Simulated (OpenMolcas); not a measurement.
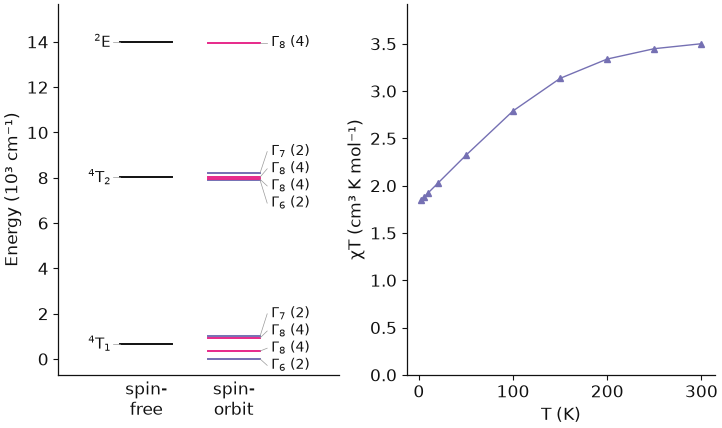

Levels of a 3d ion of charge +2 as a dopant in MgO, a cluster with its 6 nearest O²⁻ at 2.118 Å (octahedron) embedded in model potentials and point charges; the geometry was set, not optimised. Labels give the representation in O, Td, D4 or D3 as the site allows (double group for half-integer spin) where it could be assigned and, in brackets, the degeneracy; spin-free states, where drawn, share the zero of the spin-orbit levels. The calculation used state-averaged CASSCF, the open shell active, basis ANO-RCC-VTZP on the metal and ANO-RCC-VDZP on the ligands, DKH2 scalar Hamiltonian, spin-orbit coupling by RASSI with atomic mean-field integrals (OpenMolcas). Powder susceptibility by Van Vleck's formula.

Which ion is the dopant?

Co²⁺ (3d⁷). The ground level is Γ₆, a Kramers doublet, 100 % from states of spin multiplicity 4. Its principal g values are 4.41, 4.41 and 4.41, isotropic. The next level lies at 355 cm⁻¹ (Γ₈). The lowest spin-free state is ⁴T₁, from the free-ion F term; of the same spin there follows at 7,350 cm⁻¹ (⁴T₂) above it. A ligand-field fit to the spin-free states gives |10Dq| = 8,380 cm⁻¹, B = 1,190 and C = 4,380 cm⁻¹ (rms misfit 80 cm⁻¹). χT is 1.85 cm³ K mol⁻¹ at 2 K and 3.50 at 300 K, an effective moment of 5.29 μB. The active orbitals hold 94 to 98 % metal character (Löwdin), and the Mulliken charge of the metal is +2.62.

Caveat: small active space favours high spin, ground spin may be wrong; the geometry is set by hand, with no relaxation and no charge compensation.
